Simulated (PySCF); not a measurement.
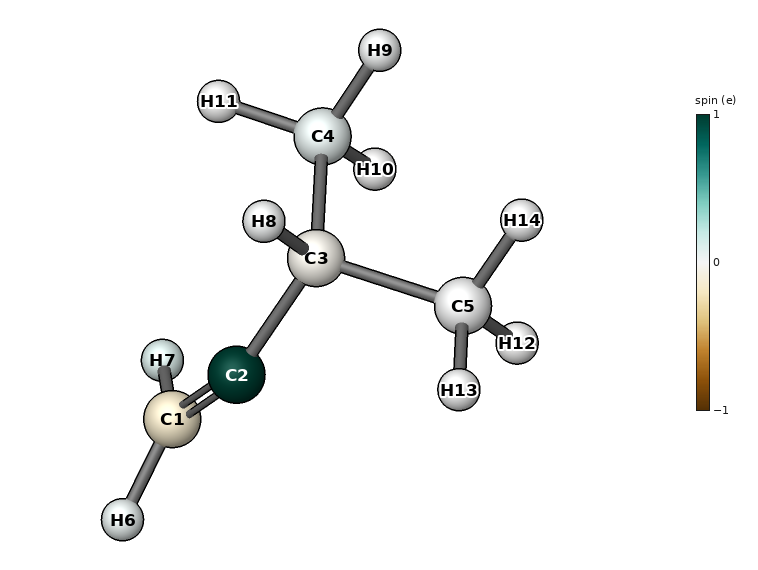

Atoms are coloured by their Mulliken spin populations. State: neutral, doublet. The computed structure is the end point of a GFN2-xTB optimisation. No frequency run is at hand to confirm it as a minimum. Level of theory: UKS B3LYP, pcH-1 on C H, non-relativistic (PySCF 2.14.0).

Which atom carries the largest spin population?

C2 (0.99 e).

Which atom has the lowest spin population?

C1 (−0.16 e); a negative value comes from spin polarisation.

List the Mulliken spin populations.

```csv
atom,value (e)
C1,−0.16
C2,0.99
C3,−0.04
C4,0.05
C5,0.01
H6,0.05
H7,0.09
H8,0.01
H9,0.01
H10,0.00
H11,0.00
H12,0.00
H13,0.00
H14,0.00
```

Mulliken values depend strongly on the basis set.
